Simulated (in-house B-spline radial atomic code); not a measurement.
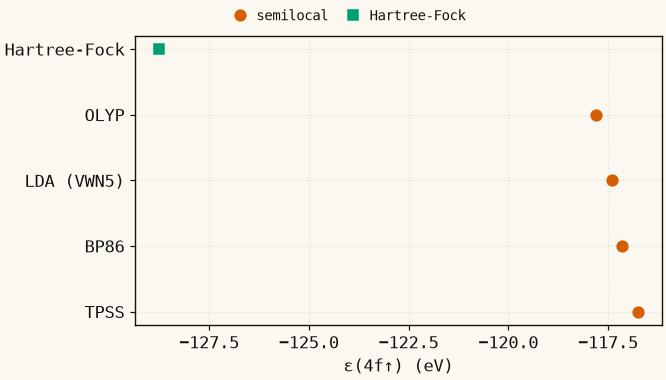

Nd⁸⁺ (Z = 60, 52 electrons); electrons: [Kr] 4d10 4f2 5s2 5p2 (high spin). All runs are scalar-relativistic, spin-polarised and spherical, computed with an in-house B-spline radial code (spin-free X2C). Hartree-Fock is the average over the configuration. The plot shows the eigenvalue (eV) of the 4f up orbital by 5 methods.

> Rank the methods.

The deepest is Hartree-Fock (−128.8) and the shallowest TPSS (−116.8), a spread of 12.0 eV. In order (eV): Hartree-Fock (−128.8), OLYP (−117.8), LDA (VWN5) (−117.4), BP86 (−117.2), TPSS (−116.8). On the whole, exact exchange removes self-interaction and deepens occupied levels.
